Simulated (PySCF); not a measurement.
# HfO(OH)2: relaxation and vibrations of the singlet

Where does singlet HfO(OH)2 go from a trigonal pyramidal start, is the end point a minimum, and what are its modes, charges and moments?

The runs use PySCF 2.14.0; PBE0, basis Hf def2-TZVP with ECP60, O def2-TZVP, H def2-TZVP, scalar-relativistic core potentials, no spin–orbit coupling, density fitting.

## 1. Where the work starts

6 atoms, charge 0, spin multiplicity 1.

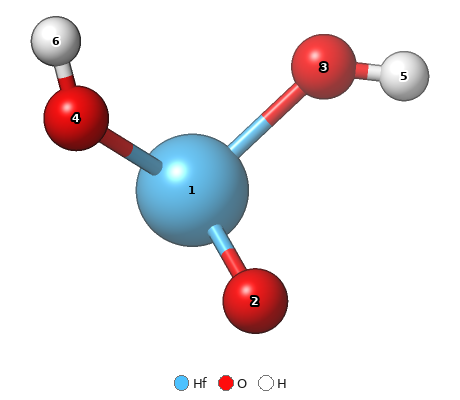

As it starts; hafnium blue, oxygen red, hydrogen white; atoms are numbered from 1 in the order of the file.

Coordinates in bohr (charge 0 multiplicity 1):
```
Hf    0.0000    0.0000    0.0000
O     3.0869    0.0000    1.6412
O    -1.7937    3.1067    1.9075
O    -1.7937   -3.1067    1.9075
H    -1.1049    4.6933    2.4549
H    -3.5121   -3.3036    2.4549
```

## 2. Finding the electronic state

The steps below are one call of a driver around PySCF. For each, scf.py gives the equivalent set-up of the SCF; relaxations use the driver's own optimiser. After this first run the driver tries any further starts and a stability analysis.

scf.py reads:

```python
from pyscf import gto, scf, dft
mol = gto.M(atom='''
Hf     0.000000     0.000000     0.000000
O      1.633500     0.000000     0.868500
O     -0.949200     1.644000     1.009400
O     -0.949200    -1.644000     1.009400
H     -0.584700     2.483600     1.299100
H     -1.858500    -1.748200     1.299100''',
    basis={'Hf': 'def2-TZVP', 'O': 'def2-TZVP', 'H': 'def2-TZVP'},
    ecp={'Hf': 'def2-TZVP'},
    charge=0, spin=0)
mf = dft.RKS(mol, xc='PBE0')
mf.grids.atom_grid = (50, 194)
aux = {'Hf': 'def2-universal-JKFIT', 'O': 'def2-universal-JKFIT', 'H': 'def2-universal-JKFIT'}
mf = mf.density_fit(auxbasis=aux)
mf.conv_tol = 1e-08
mf.diis_space = 10
mf.max_cycle = 60
mf.init_guess = 'minao'
mf.verbose = 4
mf.kernel()
```

Started as:

```sh
$ OMP_NUM_THREADS=4 python axn.py task.json out
```

Output, shortened:

```text
[... the frontier levels of the middle cycles are left out ...]
init E= -255.597111413703
  HOMO = -0.546247807237059  LUMO = -0.280687308185456  gap/eV = 7.22627
cycle= 1 E= -274.345962746976  delta_E= -18.7  |g|= 1.57  |ddm|= 6.92
  HOMO = -0.0796236416041364  LUMO = -0.0641584271854877  gap/eV = 0.42083
cycle= 2 E= -265.994884679545  delta_E= 8.35  |g|= 5.53  |ddm|= 3.84
  HOMO = -0.234839466189557  LUMO = -0.0500587442305189  gap/eV = 5.02814
cycle= 3 E= -274.716344047721  delta_E= -8.72  |g|= 0.695  |ddm|= 3.59
cycle= 4 E= -274.683616388095  delta_E= 0.0327  |g|= 0.89  |ddm|= 0.892
cycle= 5 E= -274.829866632874  delta_E= -0.146  |g|= 0.182  |ddm|= 0.43
cycle= 6 E= -274.834830157262  delta_E= -0.00496  |g|= 0.119  |ddm|= 0.137
cycle= 7 E= -274.837175553944  delta_E= -0.00235  |g|= 0.0546  |ddm|= 0.0475
cycle= 8 E= -274.837735585505  delta_E= -0.00056  |g|= 0.0123  |ddm|= 0.0254
cycle= 9 E= -274.837766157865  delta_E= -3.06e-05  |g|= 0.0013  |ddm|= 0.0071
cycle= 10 E= -274.83776651785  delta_E= -3.6e-07  |g|= 0.000315  |ddm|= 0.00098
cycle= 11 E= -274.837766539397  delta_E= -2.15e-08  |g|= 7.85e-05  |ddm|= 0.000198
cycle= 12 E= -274.837766540939  delta_E= -1.54e-09  |g|= 1.38e-05  |ddm|= 6.49e-05
  HOMO = -0.279633804650954  LUMO = -0.118461041145807  gap/eV = 4.38573
Extra cycle  E= -274.837766540828  delta_E= 1.12e-10  |g|= 3.11e-05  |ddm|= 2.56e-05
converged SCF energy = -274.837766540828
```

This step, with its further starts and checks, took 22 s on 4 threads of Arm Neoverse N1, shared host.

Energies from each starting density:

```tsv
start	energy (Eh)
the minimal-basis guess	-274.837767
a thermally smeared density	-274.837767
a smeared PBE density	-274.837767
```

The test of internal stability and the other starts found no lower closed-shell solution.

## 3. Relaxation: trigonal pyramidal start, singlet

The program finds C1 symmetry in the start. The walk stops when the largest gradient is under 0.0003 Eh/bohr and the energy has settled too.

Changes to scf.py since step 2:

```diff
@@ -3,6 +3,6 @@
-Hf     0.000000     0.000000     0.000000
-O      1.633500     0.000000     0.868500
-O     -0.949200     1.644000     1.009400
-O     -0.949200    -1.644000     1.009400
-H     -0.584700     2.483600     1.299100
-H     -1.858500    -1.748200     1.299100''',
+Hf     0.029134    -0.003223    -0.212226
+O      1.662634    -0.003223     0.656274
+O     -0.920066     1.640777     0.797174
+O     -0.920066    -1.647223     0.797174
+H     -0.555566     2.480377     1.086874
+H     -1.829366    -1.751423     1.086874''',
@@ -19 +18,0 @@
-mf.init_guess = 'minao'
```

Steps of the walk (not every step is listed):

```tsv
step	energy (Eh)	change (kJ/mol)	largest gradient (Eh/bohr)
0	-274.837767	0.00	0.13417
1	-274.877472	-104.25	0.04117
2	-274.885960	-126.53	0.00728
3	-274.886489	-127.92	0.01119
4	-274.886913	-129.03	0.00361
5	-274.887125	-129.59	0.00396
6	-274.887312	-130.08	0.00279
7	-274.887457	-130.46	0.00500
8	-274.887608	-130.86	0.00575
9	-274.887781	-131.31	0.00487
10	-274.887861	-131.52	0.00274
12	-274.888153	-132.29	0.00371
14	-274.888371	-132.86	0.00727
16	-274.889081	-134.73	0.00886
18	-274.889670	-136.27	0.01228
20	-274.890550	-138.58	0.00492
22	-274.891303	-140.56	0.00528
24	-274.891729	-141.68	0.00660
26	-274.892022	-142.45	0.00254
27	-274.892098	-142.65	0.00268
28	-274.892127	-142.72	0.00122
29	-274.892133	-142.74	0.00051
30	-274.892135	-142.74	0.00031
31	-274.892136	-142.75	0.00027
```

The walk took 2.7 min.

Positions (Å) and forces (eV/Å) along the way:

```
step 0
Hf   0.029  -0.003  -0.212   0.776   0.224   6.899
O    1.663  -0.003   0.656  -3.224  -0.057  -2.678
O   -0.920   1.641   0.797   0.831  -2.065  -2.251
O   -0.920  -1.647   0.797   1.283   1.968  -1.900
H   -0.556   2.480   1.087   0.243  -0.336   0.050
H   -1.829  -1.751   1.087   0.090   0.265  -0.121
step 1
Hf   0.023   0.000  -0.058  -1.930   0.180   2.115
O    1.643  -0.004   0.603   0.407   0.001  -0.223
O   -0.931   1.637   0.708   1.039  -0.422  -0.720
O   -0.910  -1.624   0.755   0.222   1.003  -0.685
H   -0.545   2.435   1.116  -0.281  -0.914  -0.284
H   -1.813  -1.728   1.089   0.544   0.153  -0.203
step 16
Hf  -0.043   0.054   0.161  -0.119  -0.236  -0.008
O    1.670  -0.078   0.584   0.022   0.005   0.052
O   -0.822   1.775   0.652   0.001   0.244  -0.003
O   -1.140  -1.487   0.642  -0.372  -0.348   0.212
H   -0.540   2.595   1.054   0.013  -0.049   0.018
H   -1.658  -2.142   1.120   0.455   0.384  -0.270
step 31
Hf  -0.146   0.066   0.111  -0.006  -0.010  -0.006
O    1.485  -0.204   0.730   0.004  -0.001  -0.005
O   -0.807   1.855   0.573   0.008   0.014   0.006
O   -1.358  -1.396   0.605  -0.001   0.004   0.002
H   -0.449   2.588   1.072  -0.004  -0.008   0.000
H   -1.258  -2.194   1.122  -0.001   0.001   0.003
```

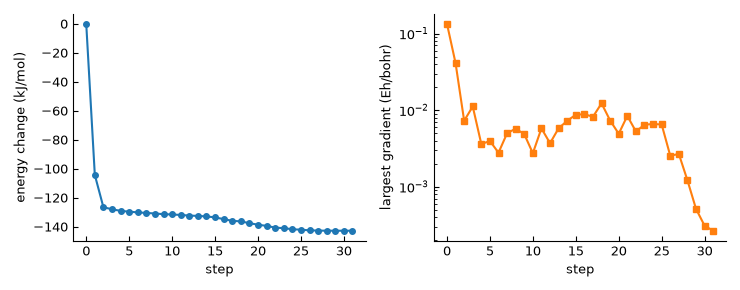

How energy and gradient fall.

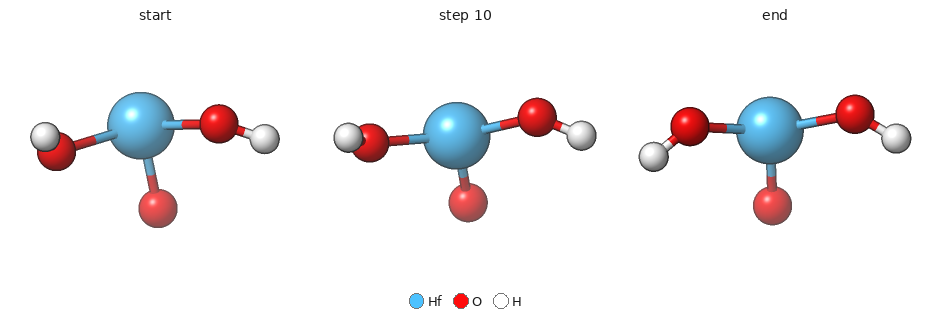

The geometry along the walk, at one scale.

After 31 steps and 142.7 kJ/mol it ends at Cs: Hf–O 1.766 Å, Hf–O 1.962 Å (×2), O–H 0.956 Å (×2); H–O–Hf 134.0° (×2), O–Hf–O 111.6° (×2), O–Hf–O 114.3°.

## 4. Vibrations and properties at this point

The point is checked on the finer grid, and tightened if its gradient asks for it. The Hessian and the dipole derivatives come from central differences of analytic gradients, with steps of 0.02 bohr.

Changes to scf.py since step 3:

```diff
@@ -3,6 +3,6 @@
-Hf     0.029134    -0.003223    -0.212226
-O      1.662634    -0.003223     0.656274
-O     -0.920066     1.640777     0.797174
-O     -0.920066    -1.647223     0.797174
-H     -0.555566     2.480377     1.086874
-H     -1.829366    -1.751423     1.086874''',
+Hf     0.023663    -0.005243    -0.118864
+O      1.655598    -0.274828     0.499978
+O     -0.637772     1.784187     0.341251
+O     -1.187863    -1.467908     0.375175
+H     -0.281959     2.513930     0.845661
+H     -1.090092    -2.263685     0.895500''',
@@ -13 +13 @@
-mf.grids.atom_grid = (50, 194)
+mf.grids.atom_grid = (75, 302)
@@ -16 +16 @@
-mf.conv_tol = 1e-08
+mf.conv_tol = 1e-10
```

The driver hands on the density of the step before, so the log starts near convergence.

Log of the central SCF (cycles and frontier levels):

```text
init E= -274.892199812022
  HOMO = -0.290593913896586  LUMO = -0.0960797543649186  gap/eV = 5.29300
cycle= 1 E= -274.892199812023  delta_E= -1.71e-12  |g|= 1.56e-06  |ddm|= 1.26e-06
  HOMO = -0.290593570328903  LUMO = -0.096079943842728  gap/eV = 5.29299
Extra cycle  E= -274.89219981202  delta_E= 3.64e-12  |g|= 4.17e-06  |ddm|= 2.84e-06
converged SCF energy = -274.89219981202
```

The whole step took 2.3 min.

Geometry: Cs; Hf–O 1.766 Å, Hf–O 1.962 Å (×2), O–H 0.956 Å (×2); H–O–Hf 134.0° (×2), O–Hf–O 111.6° (×2), O–Hf–O 114.4°.

Harmonic modes (main isotopes):

| symmetry | ω (cm⁻¹) | IR (km/mol) |
| --- | --- | --- |
| a' | 110 | 23.6 |
| a' | 176 | 3.8 |
| a'' | 199 | 29.0 |
| a' | 402 | 282 |
| a'' | 416 | 0.0 |
| a'' | 496 | 171 |
| a' | 519 | 169 |
| a'' | 651 | 132 |
| a' | 657 | 61.0 |
| a' | 923 | 165 |
| a'' | 3955 | 219 |
| a' | 3958 | 51.1 |

No imaginary mode, so this is a minimum.

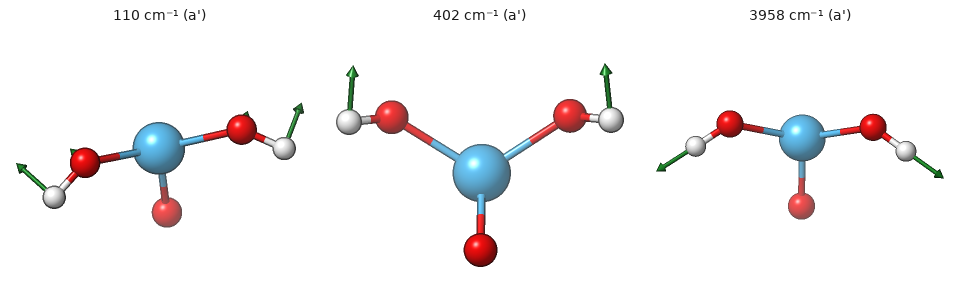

How the atoms move in 3 of the modes.

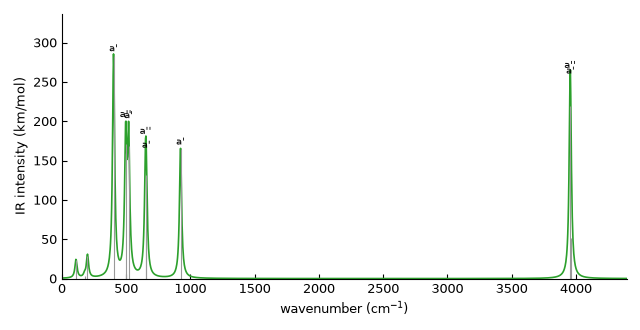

The harmonic infrared spectrum (widths in cm⁻¹). Lines are broadened to a width of 20 cm⁻¹ (Lorentzian).

Constants and moments:

| Quantity | Value |
| --- | --- |
| Dipole moment | 3.47 D |
| Highest occupied level | -7.91 eV |
| Lowest empty level | -2.61 eV |
| Rotational constants | 0.1966, 0.1519, 0.09775 cm⁻¹ |
| Zero-point energy | 74.5 kJ/mol |
| Principal polarisabilities | 31.6, 47.7, 48.2 bohr³ |
| Atomisation energy without zero-point energy | 2604 kJ/mol |
| Principal traceless quadrupole moments about the centre of mass | -18.55, 7.69, 10.85 D Å |
| Entropy at 298.15 K and 1 bar | 334.0 J/(mol K) |
| Heat capacity Cp at 298.15 K | 89.0 J/(mol K) |
| Enthalpy at 298.15 K above 0 K | 18.40 kJ/mol |
| Rotational symmetry number | 1 |

Charges (e) and bond orders:

```tsv
atom	Mulliken	Löwdin	polar tensor	Mayer order to Hf1
Hf1	1.39	0.75	2.29	–
O2	-0.61	-0.39	-0.99	2.12
O3,4	-0.72	-0.34	-0.96	1.00
H5,6	0.33	0.16	0.31	0.02
```

Outer orbital energies (eV). occupied: -13.50, -9.91, -9.54, -9.33, -8.81, -8.15, -7.98, -7.91; empty: -2.61, -0.18, 0.38, 0.75.

Mulliken populations on Hf1 (outside its core potential): s 2.22, p 6.28, d 1.96, f 0.15.

## 5. Summary of results

| quantity | value |
| --- | --- |
| minimum | singlet, Cs |
| geometry | Hf–O 1.766 Å, Hf–O 1.962 Å (×2), O–H 0.956 Å (×2); H–O–Hf 134.0° (×2), O–Hf–O 111.6° (×2), O–Hf–O 114.4° |
| wavenumbers (cm⁻¹) | 110 (a'), 176 (a'), 199 (a''), 402 (a'), 416 (a''), 496 (a''), 519 (a'), 651 (a''), 657 (a'), 923 (a'), 3955 (a''), 3958 (a') |
| dipole moment | 3.47 D |
| highest occupied, lowest empty level | -7.91, -2.61 eV |
| polar-tensor charge of Hf1 | +2.29 e |
| zero-point energy | 74.5 kJ/mol |
| entropy at 298.15 K | 334.0 J/(mol K) |
| atomisation energy (no zero-point energy) | 2604 kJ/mol |

From C1 at the start the molecule goes to a Cs minimum. The strongest infrared band lies at 402 cm⁻¹ (a'). Only this shape and spin were tried, so other structures or states may lie lower. Whether spin polarisation would lower the closed shell was not checked. With an element this heavy the missing spin–orbit coupling can shift these numbers.

The search up to here took 5.4 min.
